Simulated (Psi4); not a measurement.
**SiF3 (trifluorosilyl) at UMP3/aug-cc-pVDZ**

Aim: the energy change on altering one bond length of SiF3 (trifluorosilyl) at UMP3/aug-cc-pVDZ, from 2 runs. 

The results are computed with Psi4 1.11.

5 further runs of the same task are left out: 5 that didn't finish.

**1. The system as given**

SiF3: 4 atoms, total charge 0, spin state doublet. As SMILES, `F[Si](F)F`. The coordinates come from a PBE0-D4/def2-TZVP relaxation.

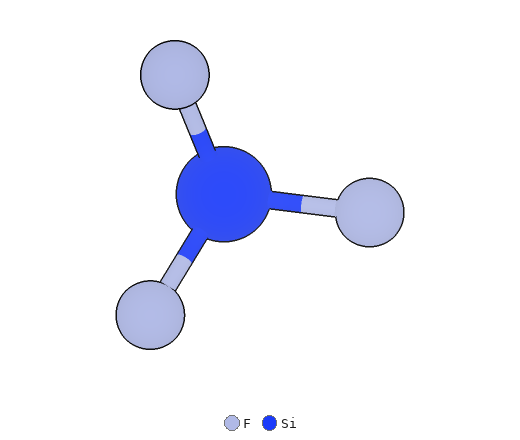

The structure, seen from a chosen angle (fluorine light blue, silicon blue).

**2. A single-point energy at UMP3/aug-cc-pVDZ**

File f3si.json:

```json
{
 "schema_name": "qcschema_input",
 "schema_version": 1,
 "molecule": {
  "schema_name": "qcschema_molecule",
  "schema_version": 2,
  "symbols": ["F", "Si", "F", "F"],
  "geometry": [1.48315155, -0.95816673, 2.17639758, -0.53432006, 0.40262505, 0.44272504, -1.8788791, -1.68610813, -1.21762613, 0.93004761, 2.24164982, -1.40149648],
  "molecular_charge": 0,
  "molecular_multiplicity": 2,
  "fix_symmetry": "c1",
  "fix_com": true,
  "fix_orientation": true
 },
 "driver": "energy",
 "model": {
  "method": "mp3",
  "basis": "aug-cc-pVDZ"
 },
 "keywords": {
  "reference": "uhf",
  "puream": true,
  "e_convergence": 1e-09,
  "d_convergence": 1e-08,
  "scf_type": "pk",
  "num_frozen_docc": 8,
  "maxiter": 100,
  "mp_type": "conv"
 }
}
```

Command:

```console
$ psi4 --qcschema f3si.json -n 1 --memory 2200MB
```

stdout:

```text
[...]
  Running in c1 symmetry.
[...]
  Nuclear repulsion =  176.798451345898798
[...]
  Multiplicity = 2
[...]
  Nalpha       = 21
  Nbeta        = 20
[...]
    Number of basis functions: 96
[...]
   @UHF iter   1:  -587.33300928747917   -8.82706e-01   5.26789e-03 DIIS/ADIIS
[...]
   @UHF iter  12:  -587.42916546814138   -2.61480e-12   6.85533e-09 DIIS
[...]
   @S^2 Observed:                7.518771141E-01
[...]
    Orbital Energies [Eh]
    ---------------------
    Alpha Occupied:
       1A    -68.953404     2A    -26.340297     3A    -26.340276
       4A    -26.340267     5A     -6.285692     6A     -4.395185
       7A     -4.389972     8A     -4.389972     9A     -1.659389
      10A     -1.630701    11A     -1.630676    12A     -0.848460
      13A     -0.765025    14A     -0.765003    15A     -0.738347
      16A     -0.709070    17A     -0.709058    18A     -0.680422
      19A     -0.680403    20A     -0.664306    21A     -0.429466
    Alpha Virtual:
      22A      0.054795    23A      0.054801    24A      0.056901
      25A      0.072395    26A      0.167329    27A      0.167359
[...]
  @UHF Final Energy:  -587.42916546814138
   => Energetics <=
    Nuclear Repulsion Energy =            176.7984513458987976
    One-Electron Energy =               -1170.4016053089935667
    Two-Electron Energy =                 406.1739884949533348
    Total Energy =                       -587.4291654681414911
  UHF NO Occupations:
  HONO-2 :   19  A 1.9998649
  HONO-1 :   20  A 1.9994152
[...]
 Multipole Moments:
 ------------------------------------------------------------------------------------
     Multipole            Electronic (a.u.)      Nuclear  (a.u.)        Total (a.u.)
 ------------------------------------------------------------------------------------
 L = 1.  Multiply by 2.5417464519 to convert [e a0] to [Debye]
 Dipole X            :          2.2781401           -2.6716003           -0.3934602
 Dipole Y            :         -1.7168543            2.0131253            0.2962710
 Dipole Z            :         -1.8877666            2.2136253            0.3258587
 Magnitude           :                                                    0.5905687
[...]
	SCS-MP2 Total Energy (a.u.)        :  -588.08751973076960
	SOS-MP2 Total Energy (a.u.)        :  -588.07321556723548
[...]
	SOS-PI-MP2 Total Energy (a.u.)     :  -588.12275788255045
[...]
	MP2 Total Energy (a.u.)            :  -588.11612805783795
[...]
	SCS-MP3 Total Energy (a.u.)        :  -588.08623201712749
[...]
	MP3 Total Energy (a.u.)            :  -588.11097720326961
[...]
```

The result, in JSON:

```text
{
 "driver": "energy",
 "model": {
  "method": "mp3",
  "basis": "aug-cc-pVDZ"
 },
 "success": true,
 "return_result": -588.1109772032696,
 "properties": {
  "calcinfo_nbasis": 96,
  "calcinfo_nmo": 96,
  "calcinfo_nalpha": 21,
  "calcinfo_nbeta": 20,
  "calcinfo_natom": 4,
  "nuclear_repulsion_energy": 176.7984513458988,
  "return_energy": -588.1109772032696,
  "scf_one_electron_energy": -1170.4016053089936,
  "scf_two_electron_energy": 406.17398849495333,
  "scf_dipole_moment": [-0.3934602427365834, 0.29627102217495227, 0.32585873758456807],
  "scf_total_energy": -587.4291654681414,
  "scf_iterations": 12,
  "mp2_same_spin_correlation_energy": -0.19153943654730854,
  "mp2_opposite_spin_correlation_energy": -0.49542315314931684,
  "mp2_singles_energy": 0.0,
  "mp2_doubles_energy": -0.6869625896966254,
  "mp2_correlation_energy": -0.6869625896965772,
  "mp2_total_energy": -588.116128057838
 }
}
```

It took 51 s on 1 thread of Intel Xeon at 2.50GHz (Skylake/Cascade Lake), shared host; peak memory 0.79 GiB.

**3. The distorted shape**

File f3si_ase.py:

```python
import numpy as np
from ase.calculators.psi4 import Psi4
from ase import Atoms

a = Atoms(['F', 'Si', 'F', 'F'], positions=[
    [0.944990, -0.615055, 1.289313],
    [-0.282750, 0.213060, 0.234280],
    [-0.994260, -0.892250, -0.644340],
    [0.492160, 1.186230, -0.741640],
])
calc = Psi4(atoms=a, method='mp3', basis='aug-cc-pVDZ', memory='2200MB', num_threads=1, charge=0, multiplicity=2, label='calc', reference='uhf')
calc.psi4.set_options({'puream': True, 'e_convergence': 1e-09, 'd_convergence': 1e-08, 'scf_type': 'pk', 'num_frozen_docc': 8, 'maxiter': 100, 'mp_type': 'conv'})
a.calc = calc

print(f'energy: {a.get_potential_energy():.6f} eV')
```

Command:

```console
$ python f3si_ase.py
```

calc.dat:

```text
[...]
  Running in c1 symmetry.
[...]
  Nuclear repulsion =  168.918896705818327
[...]
  Multiplicity = 2
[...]
  Nalpha       = 21
  Nbeta        = 20
[...]
    Number of basis functions: 96
[...]
   @UHF iter   1:  -587.29508439590063   -1.07599e+00   5.52532e-03 DIIS/ADIIS
[...]
   @UHF iter  14:  -587.40690155854895   -1.02318e-12   3.21081e-09 DIIS
[...]
   @S^2 Observed:                7.534871343E-01
[...]
    Orbital Energies [Eh]
    ---------------------
    Alpha Occupied:
       1A    -68.982028     2A    -26.356940     3A    -26.356916
       4A    -26.303565     5A     -6.308802     6A     -4.418351
       7A     -4.413324     8A     -4.411181     9A     -1.665508
      10A     -1.645422    11A     -1.560437    12A     -0.848823
      13A     -0.772417    14A     -0.743397    15A     -0.739176
      16A     -0.706885    17A     -0.689716    18A     -0.683720
      19A     -0.636594    20A     -0.632208    21A     -0.451145
    Alpha Virtual:
      22A      0.050536    23A      0.052333    24A      0.055246
      25A      0.072450    26A      0.146588    27A      0.155215
[...]
  @UHF Final Energy:  -587.40690155854895
   => Energetics <=
    Nuclear Repulsion Energy =            168.9188967058183266
    One-Electron Energy =               -1154.6880179137961022
    Two-Electron Energy =                 398.3622196494288801
    Total Energy =                       -587.4069015585489524
  UHF NO Occupations:
  HONO-2 :   19  A 1.9996894
  HONO-1 :   20  A 1.9988161
[...]
 Multipole Moments:
 ------------------------------------------------------------------------------------
     Multipole            Electronic (a.u.)      Nuclear  (a.u.)        Total (a.u.)
 ------------------------------------------------------------------------------------
 L = 1.  Multiply by 2.5417464519 to convert [e a0] to [Debye]
 Dipole X            :         -0.3290319           -0.4073187           -0.7363506
 Dipole Y            :          0.2245362            0.3029337            0.5274699
 Dipole Z            :         -0.2235591            0.2522222            0.0286631
 Magnitude           :                                                    0.9062330
[...]
	SCS-MP2 Total Energy (a.u.)        :  -588.07532028038520
	SOS-MP2 Total Energy (a.u.)        :  -588.06087538768566
[...]
	SOS-PI-MP2 Total Energy (a.u.)     :  -588.11118106685001
[...]
	MP2 Total Energy (a.u.)            :  -588.10421006578395
[...]
	SCS-MP3 Total Energy (a.u.)        :  -588.07322739348422
[...]
	MP3 Total Energy (a.u.)            :  -588.09583851818002
[...]
```

On the terminal:

```text
energy: -16002.902881 eV
```

Wall time 50 s (1 thread of Intel Xeon at 2.50GHz (Skylake/Cascade Lake), shared host); peak memory 0.72 GiB.

**4. Outcome**

Level: UMP3/aug-cc-pVDZ, 8 core orbitals frozen.

```
                                                                   quantity          value
                                                  first shape: total energy  -588.11098 Eh
    first shape: HOMO energy (Hartree–Fock orbitals) (highest over α and β)      -11.69 eV
     first shape: LUMO energy (Hartree–Fock orbitals) (lowest over α and β)        0.07 eV
                   first shape: correlation energy (8 core orbitals frozen)     -681.8 mEh
                             first shape: ⟨S²⟩ of the reference determinant          0.752
                                              distorted shape: total energy  -588.09584 Eh
distorted shape: HOMO energy (Hartree–Fock orbitals) (highest over α and β)      -12.28 eV
 distorted shape: LUMO energy (Hartree–Fock orbitals) (lowest over α and β)       -0.42 eV
               distorted shape: correlation energy (8 core orbitals frozen)     -688.9 mEh
                         distorted shape: ⟨S²⟩ of the reference determinant          0.753
         energy change with the F1–Si2 bond stretched from 1.581 to 1.818 Å       0.412 eV
```

With the F1–Si2 bond stretched from 1.581 to 1.818 Å the energy rises by 0.41 eV (39.7 kJ/mol). The first shape isn't relaxed at this level, so the change isn't measured from a minimum.
